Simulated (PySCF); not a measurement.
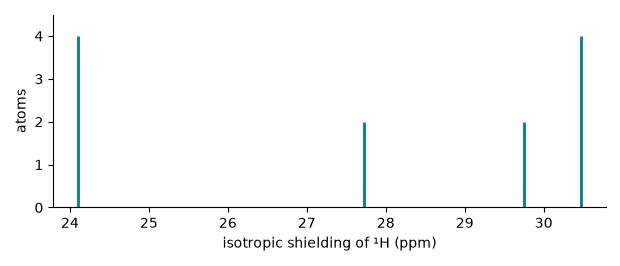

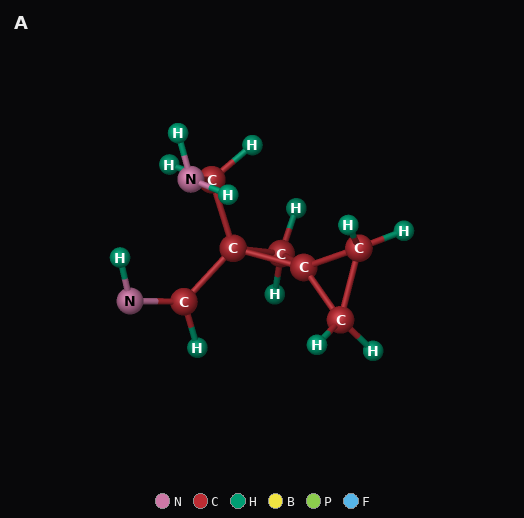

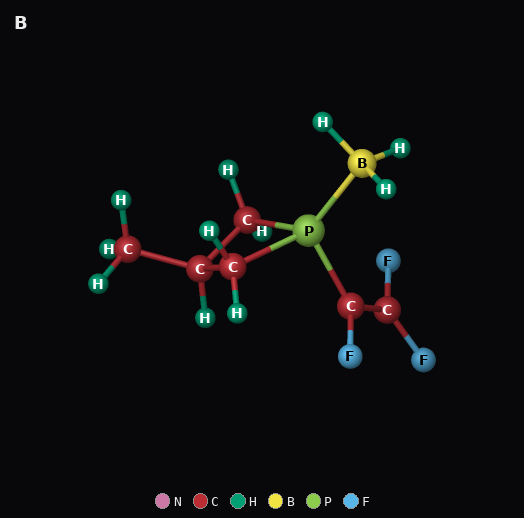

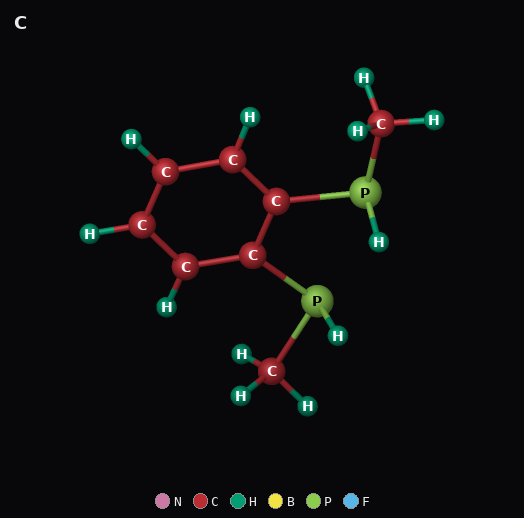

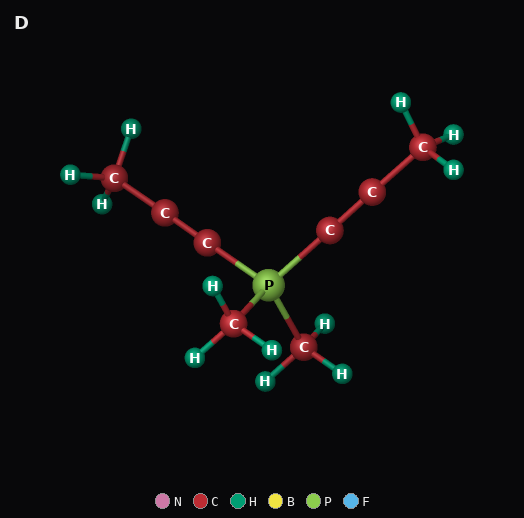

The sticks are computed shieldings of one of the molecules, for one fixed geometry (GFN2-xTB) without averaging over rotations. Low shielding means a high chemical shift. Method: GIAO PBE0/pcSseg-1 NMR shielding, non-relativistic, gas phase (PySCF 2.14.0).

Which molecule gives this pattern?

C, `CPc1ccccc1PC`. Its 12 H atoms give lines at 24.11 (4 atoms), 27.72 (2 atoms), 29.75 (2 atoms), 30.47 (4 atoms) ppm.

The geometry is semi-empirical. Around B, P such bond lengths and angles can be off by a tenth of an ångström or more and by several degrees, and values that hang on the shape move with them.
